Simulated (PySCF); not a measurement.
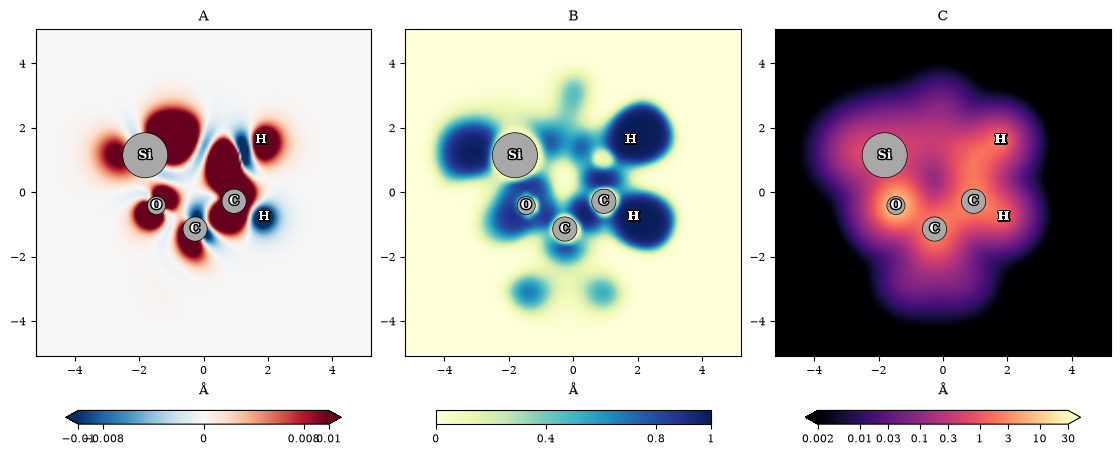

C5H10OSi (charge +1, doublet): 3 fields on the plane of atoms C2, O7 and Si6, with unlabelled colour scales. Grey discs cover the atomic cores.

Geometry: GFN2-xTB.

Level of theory: PySCF, UKS B3LYP, pcH-1 on C H O Si, non-relativistic, mean-field spin-orbit, GIAO.

The panels show electron density, electron localisation function and spin density in some order. Assign them.

Panel A: spin density (confined to the atoms that carry the unpaired spin). Panel B: electron localisation function. Panel C: electron density. From the grid: C–O (1.40 Å): ρ at the midpoint is about 2.1 e/Å³, with its minimum of 1.7 e/Å³ about 0.5 Å from C; the ELF peaks at about 0.85 between the atoms, as expected for a shared but strongly polarised pair. Si–O (1.60 Å): ρ is about 1.1 e/Å³ halfway; the ELF peaks at about 0.85 between the atoms, as expected for a short, strongly polar bond.
